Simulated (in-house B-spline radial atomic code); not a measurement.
# Many-body perturbation calculation for Os⁶⁺

- system: Os⁶⁺, core [Xe] 4f14.
- method: configuration interaction of two valence electrons with many-body perturbation theory for the core (screened one- and two-electron correlation potentials), Breit and QED, no-pair Dirac, B-spline basis (in-house B-spline radial atomic code)

## The input
```
basis_form = 3
Z = 76
core_configuration = [Xe] 4f14
rms_radius = 5.4126
mass_number = 192
speed_of_light = 137.035999084
box_radius = 11.25
lmax = 6
intervals = 62
virtual_cutoff = 11552.0
```

The run was one of a batch that the task file lists, launched with:
```bash
python <driver script> task.json out
```

The program writes its results to a structured record and prints no log; tables and figures of this report are taken from that record.

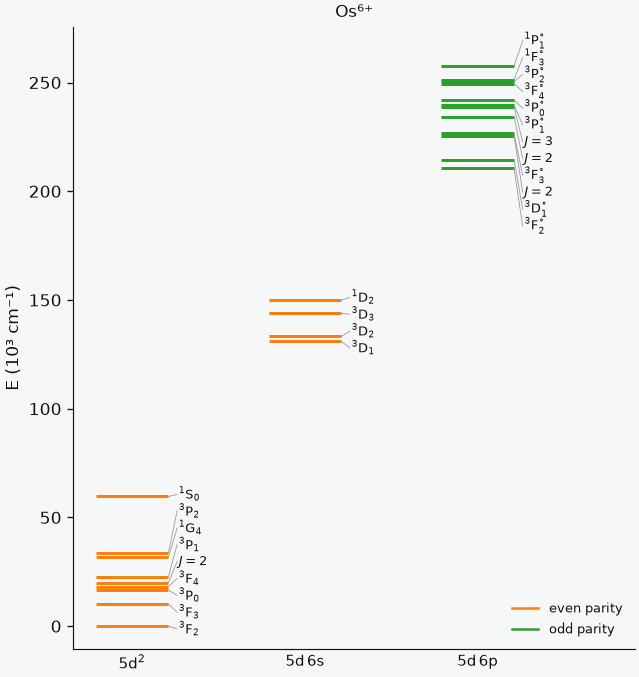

*Levels of Os⁶⁺, two electrons outside the core [Xe] 4f¹⁴. CI+MBPT: configuration interaction in the frozen-core Dirac–Hartree–Fock potential with screened core-valence correlation, Breit and QED terms; computed with a B-spline radial code.*

The lowest level is 5d² ³F₂. The first excited level, 5d² ³F₃, lies at 10,200 cm⁻¹. The ground term spreads over 18,100 cm⁻¹ in the order J = 2, 3, 4, a normal multiplet. The lowest level of opposite parity, 5d 6p ³F°₂, is at 211,000 cm⁻¹. The ionisation energy is 86.79 eV, against 84.63 eV from CI without core-valence correlation and a tabulated theoretical value of 85.10 eV.

| Level | E (cm⁻¹) |
| --- | --- |
| 5d² ³F₂ | 0 |
| 5d² ³F₃ | 10,220 |
| 5d² ³P₀ | 16,590 |
| 5d² ³F₄ | 18,070 |
| 5d² J = 2 (even, mixed, level 5) | 20,000 |
| 5d² ³P₁ | 22,700 |
| 5d² ¹G₄ | 31,620 |
| 5d² ³P₂ | 33,730 |
| 5d² ¹S₀ | 59,630 |
| 5d 6s ³D₁ | 131,100 |
| 5d 6s ³D₂ | 133,200 |
| 5d 6s ³D₃ | 143,900 |
| 5d 6s ¹D₂ | 150,000 |
| 5d 6p ³F°₂ | 210,500 |
| 5d 6p ³D°₁ | 214,600 |
| 5d 6p J = 2 (odd, mixed, level 16) | 225,500 |

## Summary

- outcome: converged
- hardware: 1 CPU thread, shared host
- wall time: 3.3 min

## Notes

Caveats: levels with the lowest nd electron over a p6 core lie up to 1200 cm⁻¹ too low for each such electron near neutrality.
